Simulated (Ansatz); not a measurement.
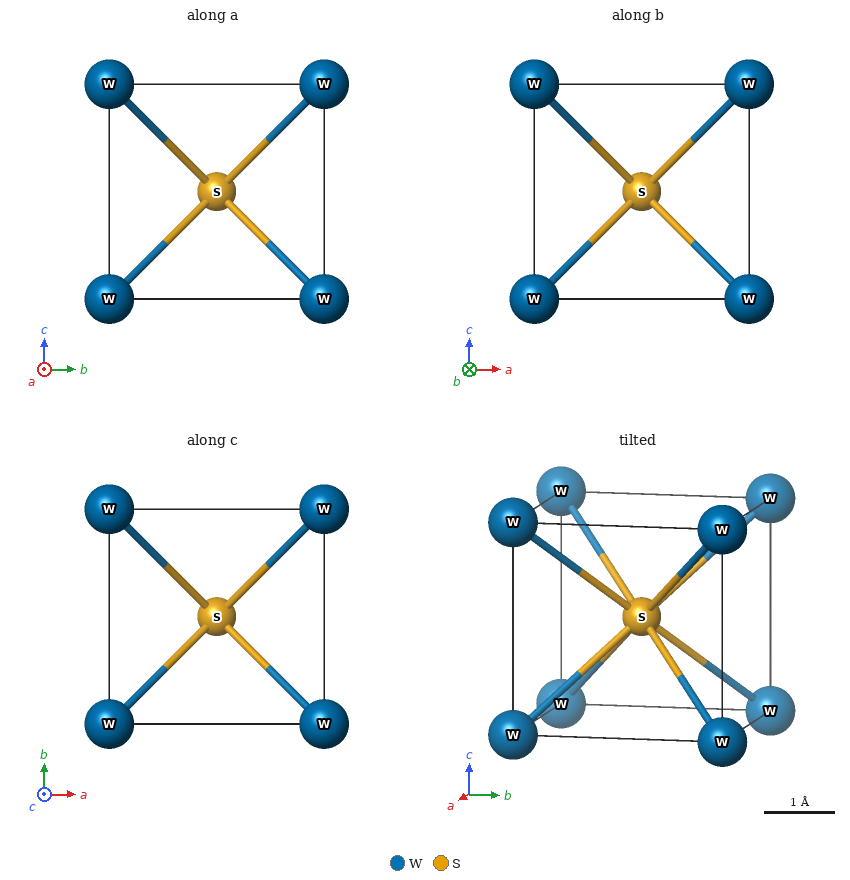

An orthographic ball-and-stick view of the structure, along the a axis, along the b axis, along the c axis and slightly off an axis. Atoms at the boundary of the conventional unit cell (the box) are drawn once for each face, edge or corner they touch.

Lattice parameters: a = 3.0816 Å, b = 3.0816 Å, c = 3.0816 Å, α = 90.000°, β = 90.000°, γ = 90.000°.

Set out the cell and atoms as a CIF in P1 with every atom of the cell.

```cif
data_structure
_symmetry_space_group_name_H-M 'P 1'
_symmetry_Int_Tables_number 1
_cell_length_a 3.0816
_cell_length_b 3.0816
_cell_length_c 3.0816
_cell_angle_alpha 90.000
_cell_angle_beta 90.000
_cell_angle_gamma 90.000
_cell_volume 29.26
loop_
_atom_site_label
_atom_site_type_symbol
_atom_site_fract_x
_atom_site_fract_y
_atom_site_fract_z
_atom_site_occupancy
W1 W 0.0000 0.0000 0.0000 1
S1 S 0.5000 0.5000 0.5000 1
```

Provenance: a structure type filled with these elements by a generator (whether the compound takes this form wasn't checked). Earlier steps of the study, as a rule a relaxation of our own, may have changed the cell and positions, so they can lie some per cent off the listed ones. Ansatz was used for an electronic-structure calculation on it.

At this level of theory the run's own cell isn't at rest (compressed, at 6 GPa), so its distances can differ from those at equilibrium, the more so the softer the solid.
